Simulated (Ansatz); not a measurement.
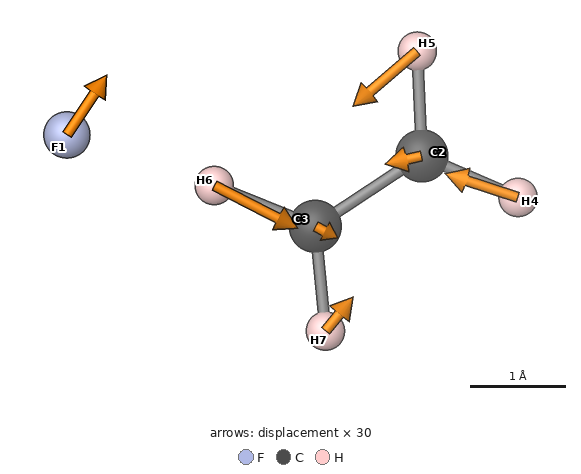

This is a relaxation of C2H4F (charge −1). The starting structure is drawn; orange arrows show the displacements, 30 times their true length. The two geometries are superimposed by the best rigid fit.

Style: ball-and-stick. Shown face on.

Theory: RKS PBE0-D4/def2-TZVPD in Ansatz. (force threshold 0.005 eV/Å; at most 200 steps)

### What happened in the run?

After 6 geometry steps the energy has fallen by 2.69 kJ/mol. The largest force component goes from 0.49 to 0.0011 eV/Å. H6 moves most after the best rigid fit: 0.033 Å. By element the largest moves are H 0.033 Å, F 0.026 Å, C 0.014 Å. Among the contacts that change: C3–H6 1.151 → 1.127 Å, C2–C3 1.347 → 1.329 Å, C2–H4 1.106 → 1.090 Å, C2–H5 1.104 → 1.088 Å. Cost: 26 s on 2 threads of Intel Xeon Platinum 8259CL @ 2.50GHz, with other jobs on the host.
